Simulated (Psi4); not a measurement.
**SiNH2F2 (SMILES [NH][SiH](F)F): UBLYP/def2-SVPD**

Aim: the energy change on altering one bond length of SiNH2F2 at UBLYP/def2-SVPD, from 2 runs. 

Program for the calculation: Psi4 1.11.

1 further run of the same task is left out (set aside as unsound or not needed).

**1. Starting point**

The species is SiNH2F2 (6 atoms), meant as a doublet with charge 0. SMILES: `[NH][SiH](F)F`. The shape is that of a PBE0-D4/def2-TZVP optimisation. This is one conformer, not always the lowest.

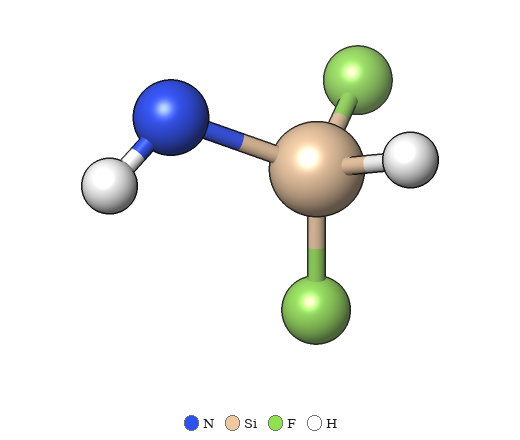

Viewed from a chosen angle; nitrogen blue, silicon light orange, fluorine green, hydrogen white.

**2. Energy and gradient at UBLYP/def2-SVPD**

File input.json:

```json
{
  "schema_name": "qcschema_input",
  "schema_version": 1,
  "molecule": {
    "schema_name": "qcschema_molecule",
    "schema_version": 2,
    "symbols": ["N", "Si", "F", "F", "H", "H"],
    "geometry": [-0.04799904, 1.89293866, -1.7077455, 0.35526851, -0.46279393, 0.51589523, 2.98331063, -1.77898817, -0.00888171, -1.71700516, -2.62709726, 0.3919292, -1.8477742, 2.18584621, -2.33664635, 0.35375673, 0.66915202, 3.05814379],
    "molecular_charge": 0,
    "molecular_multiplicity": 2,
    "fix_symmetry": "c1"
  },
  "driver": "gradient",
  "model": {
    "method": "blyp",
    "basis": "def2-SVPD"
  },
  "keywords": {
    "reference": "uks",
    "puream": true,
    "e_convergence": 1e-09,
    "d_convergence": 1e-08,
    "scf_type": "pk",
    "dft_radial_points": 99,
    "dft_spherical_points": 590,
    "maxiter": 100
  }
}
```

Launch:

```sh
$ psi4 --qcschema input.json -n 1 --memory 2200MB
```

stdout, cut to the lines that bear on the results:

```text
[...]
  Running in c1 symmetry.
[...]
  Nuclear repulsion =  175.745953263484182
[...]
  Multiplicity = 2
[...]
  Nalpha       = 21
  Nbeta        = 20
[...]
    Number of basis functions: 106
[...]
   @UKS iter   1:  -544.63800979646362   -1.77723e-01   7.62729e-03 DIIS/ADIIS
[...]
   @UKS iter  14:  -544.89869274939986   -8.52651e-12   7.13523e-09 DIIS
[...]
   @S^2 Observed:                7.525163904E-01
[...]
    Orbital Energies [Eh]
    ---------------------
    Alpha Occupied:
       1A    -65.578853     2A    -24.317068     3A    -24.315629
       4A    -14.068926     5A     -5.154494     6A     -3.579444
       7A     -3.577239     8A     -3.574769     9A     -1.098925
      10A     -1.078538    11A     -0.778794    12A     -0.522887
      13A     -0.456527    14A     -0.442957    15A     -0.433031
      16A     -0.400200    17A     -0.387074    18A     -0.375786
      19A     -0.347775    20A     -0.298174    21A     -0.283202
    Alpha Virtual:
      22A     -0.010715    23A      0.003612    24A      0.012452
      25A      0.035971    26A      0.067995    27A      0.089989
[...]
  @UKS Final Energy:  -544.89869274939986
   => Energetics <=
    Nuclear Repulsion Energy =            175.7459532634841821
    One-Electron Energy =               -1104.1121093113083589
    Two-Electron Energy =                 432.9486042674450346
    DFT Exchange-Correlation Energy =     -49.4811409690206361
    Empirical Dispersion Energy =           0.0000000000000000
    VV10 Nonlocal Energy =                  0.0000000000000000
    Total Energy =                       -544.8986927493998564
[...]
 Multipole Moments:
 ------------------------------------------------------------------------------------
     Multipole            Electronic (a.u.)      Nuclear  (a.u.)        Total (a.u.)
 ------------------------------------------------------------------------------------
 L = 1.  Multiply by 2.5417464519 to convert [e a0] to [Debye]
 Dipole X            :          0.7970842           -1.3705963           -0.5735121
 Dipole Y            :         -3.2146970            3.6106995            0.3960025
 Dipole Z            :         -0.0246599            0.1753524            0.1506925
 Magnitude           :                                                    0.7130514
[...]
  -Total Gradient:
     Atom            X                  Y                   Z
    ------   -----------------  -----------------  -----------------
       1       -0.007339021236    -0.009108331737     0.005542826793
       2        0.006526628988    -0.034811631634    -0.012041128862
       3       -0.037760078722     0.018655113151     0.006528963289
       4        0.028973527570     0.030717577349     0.000584087852
       5        0.009851094415    -0.003015937365     0.004413862230
       6       -0.000144488272    -0.002406675791    -0.005055384163
[...]
```

The result, in JSON:

```text
{
 "driver": "gradient",
 "model": {
  "method": "blyp",
  "basis": "def2-SVPD"
 },
 "success": true,
 "return_result": [-0.0073390212360386065, -0.00910833173694077, 0.005542826793048048, 0.006526628987733617, -0.03481163163407526, -0.012041128862024034, -0.03776007872166545, 0.018655113150634797, 0.006528963288917486, 0.02897352757032126, 0.030717577349046538, 0.0005840878517335921, 0.009851094414520534, -0.003015937365154639, 0.004413862229738358, -0.00014448827156275396, -0.002406675791443269, -0.005055384163377974],
 "properties": {
  "calcinfo_nbasis": 106,
  "calcinfo_nmo": 106,
  "calcinfo_nalpha": 21,
  "calcinfo_nbeta": 20,
  "calcinfo_natom": 6,
  "nuclear_repulsion_energy": 175.74595326348418,
  "return_energy": -544.8986927493999,
  "return_gradient": [-0.0073390212360386065, -0.00910833173694077, 0.005542826793048048, 0.006526628987733617, -0.03481163163407526, -0.012041128862024034, -0.03776007872166545, 0.018655113150634797, 0.006528963288917486, 0.02897352757032126, 0.030717577349046538, 0.0005840878517335921, 0.009851094414520534, -0.003015937365154639, 0.004413862229738358, -0.00014448827156275396, -0.002406675791443269, -0.005055384163377974],
  "scf_one_electron_energy": -1104.1121093113084,
  "scf_two_electron_energy": 432.94860426744503,
  "scf_xc_energy": -49.481140969020636,
  "scf_dipole_moment": [-0.5735120518159593, 0.39600251985818735, 0.15069246123091995],
  "scf_total_energy": -544.8986927493999,
  "scf_total_gradient": [-0.0073390212360386065, -0.00910833173694077, 0.005542826793048048, 0.006526628987733617, -0.03481163163407526, -0.012041128862024034, -0.03776007872166545, 0.018655113150634797, 0.006528963288917486, 0.02897352757032126, 0.030717577349046538, 0.0005840878517335921, 0.009851094414520534, -0.003015937365154639, 0.004413862229738358, -0.00014448827156275396, -0.002406675791443269, -0.005055384163377974],
  "scf_iterations": 14
 }
}
```

Wall time 54 s (1 thread of AMD EPYC 7R43 (Zen 3), shared host); peak memory 0.91 GiB.

**3. The distorted shape: a single-point energy at UBLYP/def2-SVPD**

File run.py:

```python
import psi4

psi4.set_memory(2200000000)
psi4.set_num_threads(1)
psi4.set_output_file('psi4.out', False)

m = psi4.geometry("""
0 2
N
Si 1 1.727476
F 2 2.0539 1 107.88634
F 2 1.586993 1 114.03339 3 -117.98876
H 1 1.020709 2 116.54767 4 26.58009
H 2 1.472628 4 109.32546 1 122.53041
symmetry c1
no_reorient
no_com
""")

psi4.set_options({
    'basis': 'def2-SVPD',
    'reference': 'uks',
    'puream': True,
    'e_convergence': 1e-09,
    'd_convergence': 1e-08,
    'scf_type': 'pk',
    'dft_radial_points': 99,
    'dft_spherical_points': 590,
    'maxiter': 100,
})

E, wfn = psi4.energy("blyp", return_wfn=True)
psi4.oeprop(wfn, "WIBERG_LOWDIN_INDICES", "DIPOLE", "MAYER_INDICES", title="BLYP")
print(f'total energy {E:.8f} hartree = {E * 27.211386:.5f} eV')
for k, v in sorted(psi4.core.scalar_variables().items()):
    print(f'{k:45s} {v:18.10f}')
```

Launch:

```sh
$ python run.py
```

psi4.out, cut to the lines that bear on the results:

```text
[...]
  Running in c1 symmetry.
[...]
  Nuclear repulsion =  161.757788543330037
[...]
  Multiplicity = 2
[...]
  Nalpha       = 21
  Nbeta        = 20
[...]
    Number of basis functions: 106
[...]
   @UKS iter   1:  -544.57907005276581   -3.71005e-01   7.75193e-03 DIIS/ADIIS
[...]
   @UKS iter  14:  -544.85323197096636   -1.81899e-12   6.90136e-09 DIIS
[...]
   @S^2 Observed:                7.526707005E-01
[...]
    Orbital Energies [Eh]
    ---------------------
    Alpha Occupied:
       1A    -65.615383     2A    -24.341675     3A    -24.266008
       4A    -14.090461     5A     -5.185854     6A     -3.611115
       7A     -3.609127     8A     -3.606289     9A     -1.111309
      10A     -0.975342    11A     -0.798811    12A     -0.533035
      13A     -0.467113    14A     -0.438287    15A     -0.426067
      16A     -0.388427    17A     -0.360893    18A     -0.314993
      19A     -0.309312    20A     -0.305158    21A     -0.299131
    Alpha Virtual:
      22A     -0.078588    23A     -0.024782    24A     -0.012510
      25A      0.019770    26A      0.047861    27A      0.071891
[...]
  @UKS Final Energy:  -544.85323197096636
   => Energetics <=
    Nuclear Repulsion Energy =            161.7577885433300366
    One-Electron Energy =               -1076.1937475307458953
    Two-Electron Energy =                 418.9240799103649806
    DFT Exchange-Correlation Energy =     -49.3413528939154560
    Empirical Dispersion Energy =           0.0000000000000000
    VV10 Nonlocal Energy =                  0.0000000000000000
    Total Energy =                       -544.8532319709663625
[...]
 Multipole Moments:
 ------------------------------------------------------------------------------------
     Multipole            Electronic (a.u.)      Nuclear  (a.u.)        Total (a.u.)
 ------------------------------------------------------------------------------------
 L = 1.  Multiply by 2.5417464519 to convert [e a0] to [Debye]
 Dipole X            :         -1.7433009            1.8490650            0.1057641
 Dipole Y            :         -1.1075363            2.5418644            1.4343281
 Dipole Z            :          2.2641256           -2.7930169           -0.5288914
 Magnitude           :                                                    1.5323868
[...]
```

On the terminal:

```text
total energy -544.85323197 hartree = -14826.21161 eV
CURRENT ENERGY                                   -544.8532319710
CURRENT REFERENCE ENERGY                         -544.8532319710
DD SOLVATION ENERGY                                 0.0000000000
DFT FUNCTIONAL TOTAL ENERGY                      -544.8532319710
DFT TOTAL ENERGY                                 -544.8532319710
DFT VV10 ENERGY                                     0.0000000000
DFT XC ENERGY                                     -49.3413528939
GRID ELECTRONS ALPHA                               20.9999993863
GRID ELECTRONS BETA                                19.9999994018
GRID ELECTRONS TOTAL                               40.9999987881
NUCLEAR REPULSION ENERGY                          161.7577885433
ONE-ELECTRON ENERGY                             -1076.1937475307
PCM POLARIZATION ENERGY                             0.0000000000
PE ENERGY                                           0.0000000000
SCF ITERATION ENERGY                             -544.8532319710
SCF ITERATIONS                                     14.0000000000
SCF TOTAL ENERGY                                 -544.8532319710
TWO-ELECTRON ENERGY                               418.9240799104
XC GRID RADIAL POINTS                              99.0000000000
XC GRID SPHERICAL POINTS                          590.0000000000
XC GRID TOTAL POINTS                           338430.0000000000
```

It took 48 s on 1 thread of AMD EPYC 7R43 (Zen 3), shared host; peak memory 0.9 GiB.

**4. What came out**

At UBLYP/def2-SVPD:

| quantity | value |
| --- | --- |
| first shape: total energy | -544.89869 Eh |
| first shape: dipole moment | 1.81 D |
| first shape: HOMO energy (highest over α and β) | -7.24 eV |
| first shape: LUMO energy (lowest over α and β) | -5.81 eV |
| first shape: ⟨S²⟩ | 0.753 |
| first shape: largest force on an atom | 2.192 eV/Å |
| distorted shape: total energy | -544.85323 Eh |
| distorted shape: dipole moment | 3.89 D |
| distorted shape: HOMO energy (highest over α and β) | -7.72 eV |
| distorted shape: LUMO energy (lowest over α and β) | -6.36 eV |
| distorted shape: ⟨S²⟩ | 0.753 |
| energy change with the Si2–F3 bond stretched from 1.580 to 2.054 Å | 1.237 eV |

With the Si2–F3 bond stretched from 1.580 to 2.054 Å the energy rises by 1.24 eV (29 kcal/mol). The first shape isn't relaxed at this level, so the change isn't measured from a minimum. The largest force (first shape) is 2.19 eV/Å: the shape isn't a stationary point for this species at this level.
